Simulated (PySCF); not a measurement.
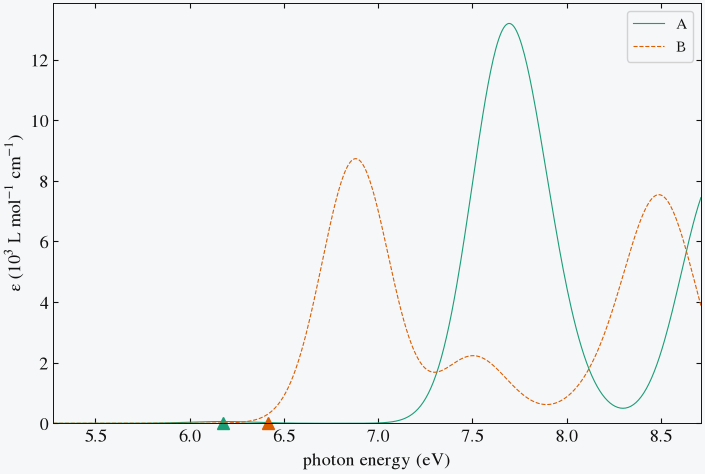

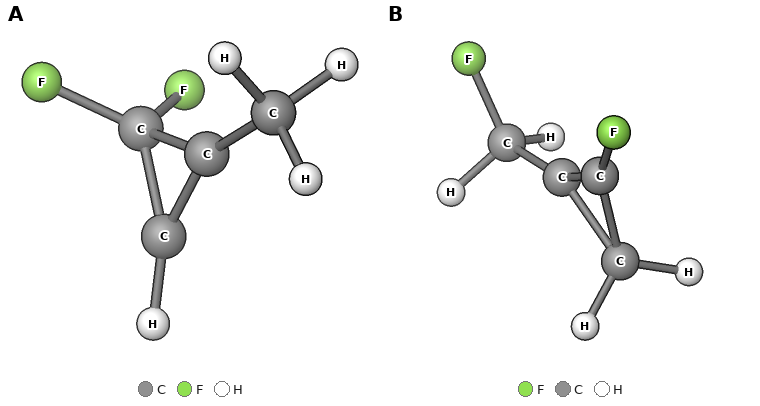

Related molecules: A is C₄H₄F₂, SMILES CC1=CC1(F)F; B is C₄H₄F₂, SMILES FCC1=C(F)C1. Vertical TDDFT absorption, PBE0/def2-SVPD, PySCF 2.14.0, at a PBE0-D3(BJ)/def2-SVP geometry (no frequency check); Gaussians of 1/e half-width 0.25 eV, triangles mark S1, and the range ends where the computed states of one molecule run out.

How does the lowest singlet move?

Answer. A: 6.18 eV (f = 0.001, mainly HOMO → LUMO (99 %)); B: 6.42 eV (f = 0.000, mainly HOMO → LUMO+1 (88 %)). From A to B it shifts 0.24 eV to the blue; the leading orbital pair differs.

And the brightest state of each within the range drawn?

Answer. A: S2 at 7.65 eV, f = 0.16; B: S2 at 6.87 eV, f = 0.11.

Caveats, for all or some of the runs: core orbitals are frozen in the response; one conformer of a flexible molecule; states above the negative HOMO energy depend on the basis.
